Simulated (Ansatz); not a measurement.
CH$_{3}$BrSn (SMILES [CH3][Sn][Br])

The calculation's input:

```
crystal:
  periodic: [false, false, false]
  atoms:
    - {symbol: C, position_ang: [-0.419509, 0.471768, -0.315946]}
    - {symbol: Sn, position_ang: [0.255224, -0.261718, 1.621147]}
    - {symbol: Br, position_ang: [1.776560, -2.031169, 0.627021]}
    - {symbol: H, position_ang: [-0.870251, -0.350999, -0.877527]}
    - {symbol: H, position_ang: [0.443760, 0.825443, -0.886631]}
    - {symbol: H, position_ang: [-1.143583, 1.282677, -0.214263]}
basis:
  gaussian: {orbitals: def2-TZVPP}
hamiltonian: {xc: pbe0, dispersion: d4}
output: {orbitals: {seedname: orbitals}}
```

Launched as:

```sh
ansatz run in.yaml --threads 2 --pin off --events-out ev --progress --plain --max-ram 32768MiB --backend cpu
```

Geometry: PBE0-D4/def2-TZVP; core potentials replace the inner electrons of Sn.

All numbers below come from RKS PBE0-D4/def2-TZVPP (Ansatz 0.2.0).

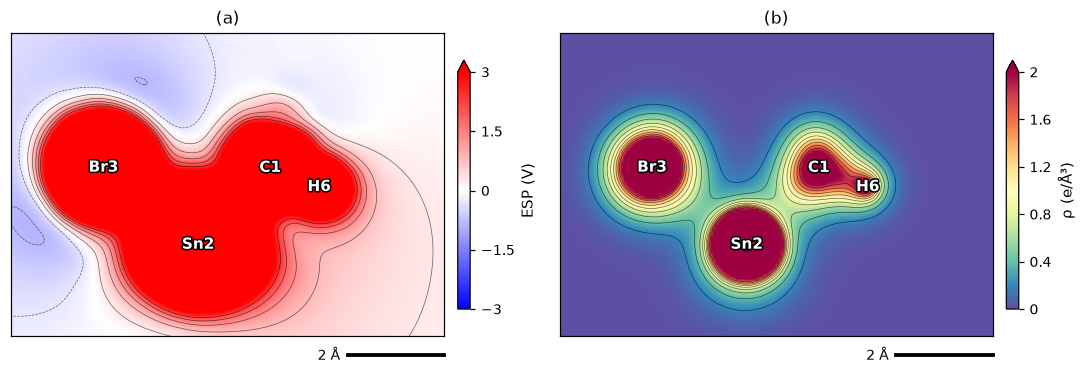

Figure 1. (a) molecular electrostatic potential; (b) electron density on the plane of atoms Sn2, C1 and H6.

Question: What do the fields say about this system?

Answer:
- The section cuts through C, Sn, Br and H sites.
- C–Sn (2.18 Å): ρ at the midpoint is about 0.68 e/Å³.
- Sn–Br (2.54 Å): ρ at the midpoint is about 0.49 e/Å³.
- C–H (1.09 Å): the density is about 1.9 e/Å³ at the midpoint.
- Outside the dense part of the molecule the potential is most negative (−0.9 V) near Br3.

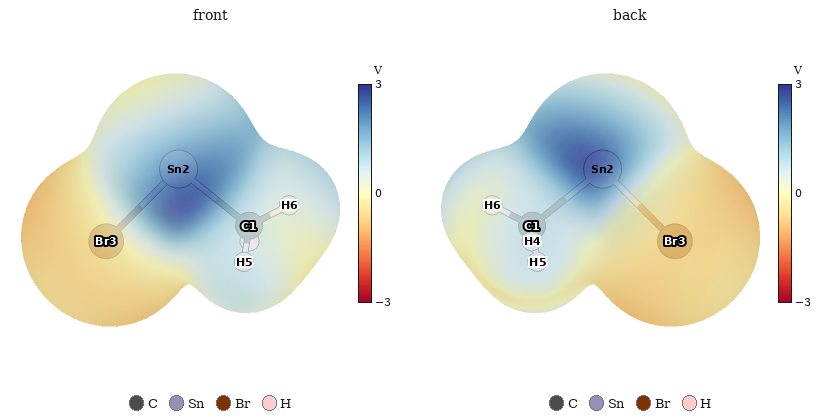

Figure 2. The molecular electrostatic potential painted on the density surface at 0.002 e/bohr³, seen from the front and from behind; red is negative and blue positive.

Question: Where is the surface potential most negative and most positive?

Answer: The most negative region (about −0.9 V, or −21 kcal/mol for a unit charge) lies over Br3, the most positive (about +2.7 V, or +62 kcal/mol for a unit charge) over Sn2.

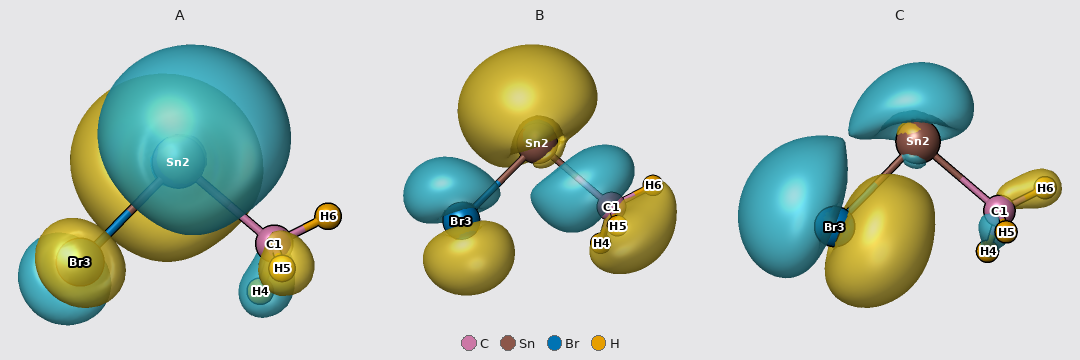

Figure 3. Three frontier orbitals at ±0.08 Å⁻³ᐟ² (yellow and cyan are the two phases), in no order.

Question: Which picture is the HOMO−1, the HOMO and the LUMO?

Answer: C is the HOMO−1 (−8.13 eV). It lies mainly on Br3 (about 80 %) and Sn2 (about 15 %); largely a lone pair of Br3. B is the HOMO (−6.66 eV). It lies mainly on Sn2 (about 50 %), C1 (about 25 %) and Br3 (about 20 %). A is the LUMO (−2.79 eV). By Hirshfeld shares it lies mainly on Sn2 (about 85 %) and Br3 (about 10 %).

Question: What is the HOMO–LUMO gap?

Answer: 3.87 eV between the orbital energies.
